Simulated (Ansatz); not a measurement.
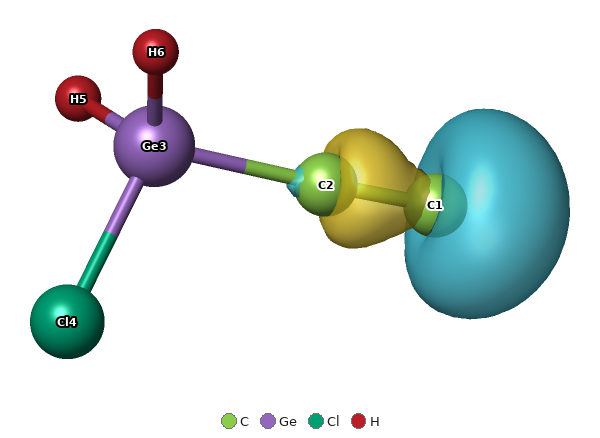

Figure. C$_{2}$H$_{2}$ClGe (doublet). One frontier orbital at ±0.2 Å⁻³ᐟ² (yellow and cyan are the two phases), seen at an oblique angle.

Geometry: PBE0-D4/def2-TZVP.

All numbers below come from UKS PBE0-D4/def2-TZVPP in Ansatz.

Input file:

```
crystal:
  periodic: [false, false, false]
  atoms:
    - {symbol: C, position_ang: [0.704602, -2.230657, 1.052315]}
    - {symbol: C, position_ang: [0.403414, -1.165889, 0.560656]}
    - {symbol: Ge, position_ang: [-0.012462, 0.525018, -0.190877]}
    - {symbol: Cl, position_ang: [-1.955038, 0.374722, -1.089535]}
    - {symbol: H, position_ang: [0.990382, 0.857407, -1.295569]}
    - {symbol: H, position_ang: [-0.088798, 1.575499, 0.916910]}
basis:
  gaussian: {orbitals: def2-TZVPP}
magnetization: {spin_polarized: true, initial_magnetization: 1}
hamiltonian: {xc: pbe0, dispersion: d4}
output: {orbitals: {seedname: orbitals}}
```

Run with:

```sh
ansatz run in.yaml --threads 4 --pin off --events-out ev --progress --plain --max-ram 10444MiB
```

Which orbital is it: HOMO (β) or LUMO (β)?

Answer. The LUMO (β), at −4.96 eV. By Hirshfeld shares it lies mainly on C1 (about 85 %) and C2 (about 10 %).
